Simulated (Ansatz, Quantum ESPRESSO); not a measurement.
# germanene, 1 layer: the dipole at a withheld member of a series

Method. Quantum ESPRESSO 7.5, PBE, GBRV ultrasoft. Cell and atoms are relaxed without a field with a D3(BJ) correction and then held. Sawtooth field with dipole correction, 17 Å of vacuum in the starting cell, Fermi-Dirac smearing of 0.002 Ry; bands along a path at each field. The series steps the field along the normal.

| field along the normal | dipole (e Å) |
| --- | --- |
| 0 V/Å | 0.0000 |
| 0.05 V/Å | 0.0134 |
| 0.1 V/Å | 0.0267 |
| 0.3 V/Å | 0.0802 |
| 0.4 V/Å | 0.1070 |

To predict: What is the dipole at 0.2 V/Å?

**Fit.** The rows at 0.1 V/Å and 0.3 V/Å give a slope of (0.0802 − (0.0267))/(0.3 − (0.1)) = 0.2675, so a straight line gives 0.0534 e Å. A parabola through these and the row at 0.05 V/Å gives 0.0534 e Å.

**The withheld run.** 0.0534 e Å. The line misses by 0.0000 and the parabola by 0.0000 e Å. Both misses are under 5 % of the step from the nearer row.

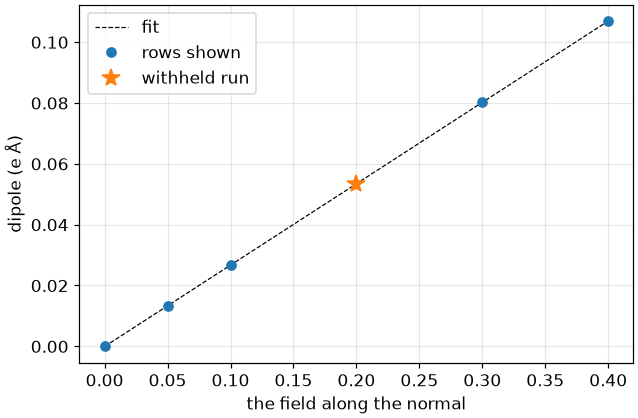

The rows shown, the fit and the withheld run.

**Limits.** Ions are held; semilocal gaps are too small; in strong fields empty levels can belong to the vacuum; one stacking. Members without a usable value, or on the other side of zero field or charge, are not listed.
